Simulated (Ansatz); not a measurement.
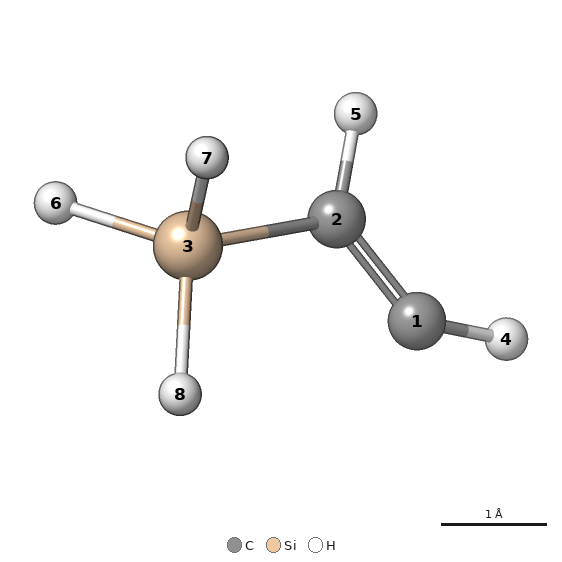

Numbered structure. State: neutral, doublet. The computed structure is the end point of a PBE0-D4/def2-TZVP optimisation.

List the bonds and their lengths.

```json
{"bond": "C1–C2", "length (Å)": "1.302", "order": "double"}
{"bond": "C1–H4", "length (Å)": "1.082", "order": "single"}
{"bond": "C2–Si3", "length (Å)": "1.869", "order": "single"}
{"bond": "C2–H5", "length (Å)": "1.098", "order": "single"}
{"bond": "Si3–H6", "length (Å)": "1.488", "order": "single"}
{"bond": "Si3–H7", "length (Å)": "1.488", "order": "single"}
{"bond": "Si3–H8", "length (Å)": "1.483", "order": "single"}
```
